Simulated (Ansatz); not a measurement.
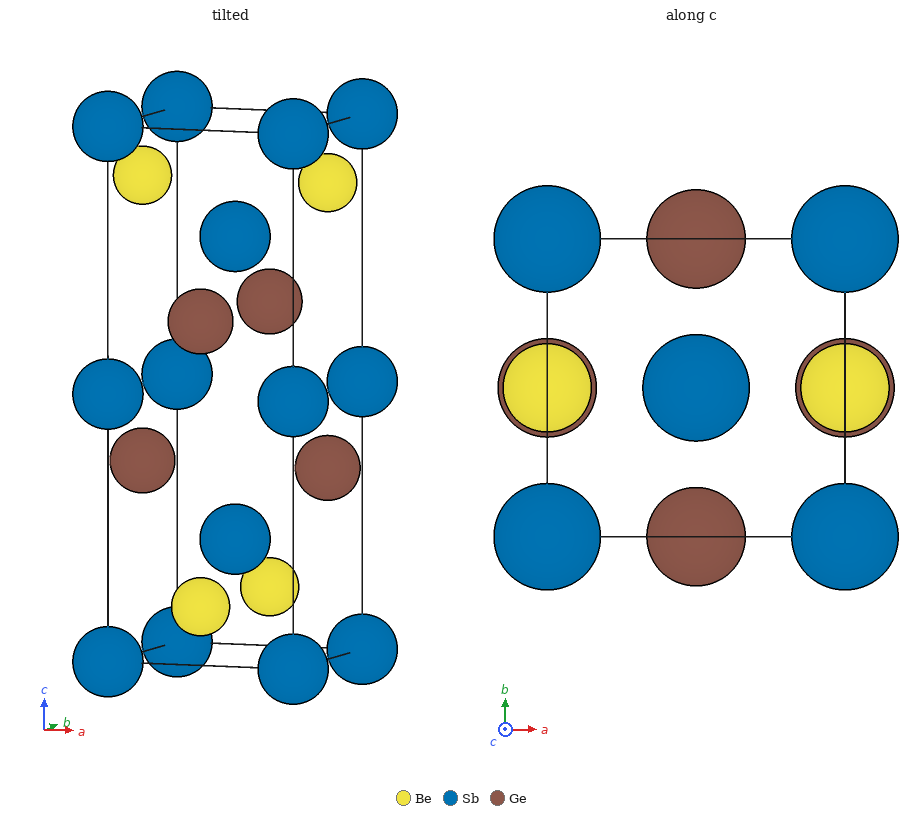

The crystal in a spheres-only representation, seen slightly off an axis and along the c axis. The frame is the conventional unit cell; atoms at its boundary are shown with their periodic copies.

BeGeSb₂, space group P-4m2 (No. 115), a = 4.232 Å, b = 4.232 Å, c = 11.528 Å, α = 90.00°, β = 90.00°, γ = 90.00°. Origin of the cell: a structure type filled with these elements by a generator (whether the compound takes this form wasn't checked). Earlier steps of the study may have refined or changed the cell and positions. It went into a calculation with Ansatz.

This one geometry was computed with Ansatz (DFT, plane waves, PAW) at three levels of theory: PBE with spin-orbit coupling, r2SCAN and PBE. It was relaxed beforehand with r2SCAN.

Q: How does the band gap change with the level of theory?

A: All levels give a metal.

Q: Collect the results in a table.

A:
| level | cutoff (eV) | k-mesh of the run's cell | gap (eV) | pressure (GPa) |
| --- | --- | --- | --- | --- |
| PBE with spin-orbit coupling | 420 | 6×6×2 | metal | 1.3 |
| r2SCAN | 500 | 6×6×2 | metal | 0.0 |
| PBE | 420 | 6×6×2 | metal | 1.3 |

Gaps are taken on the k-mesh or band path of each run.
